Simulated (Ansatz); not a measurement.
# Pressure series in BaZrO3

Start from BaZrO₃ in the cubic perovskite structure (space group Pm-3m, No. 221; a = 4.227 Å).

Cell and atoms are relaxed at each pressure.

Level of theory: PBE (Ansatz, a first-principles code), no SOC.

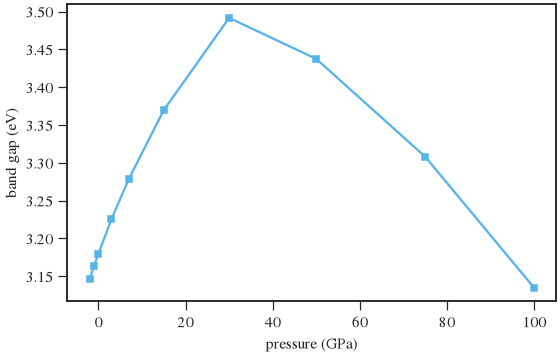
*Band gap against pressure*

```json
[
 {"pressure (GPa)": "-2", "band gap": "3.15 eV"},
 {"pressure (GPa)": "-1", "band gap": "3.16 eV"},
 {"pressure (GPa)": "3", "band gap": "3.23 eV"},
 {"pressure (GPa)": "7", "band gap": "3.28 eV"},
 {"pressure (GPa)": "15", "band gap": "3.37 eV"},
 {"pressure (GPa)": "30", "band gap": "3.49 eV"},
 {"pressure (GPa)": "50", "band gap": "3.44 eV"},
 {"pressure (GPa)": "75", "band gap": "3.31 eV"},
 {"pressure (GPa)": "100", "band gap": "3.13 eV"}
]
```

Load acts through the strain it causes; cell and atoms are relaxed under it. No phonon test of stability was made. Competing high-pressure phases were not computed.
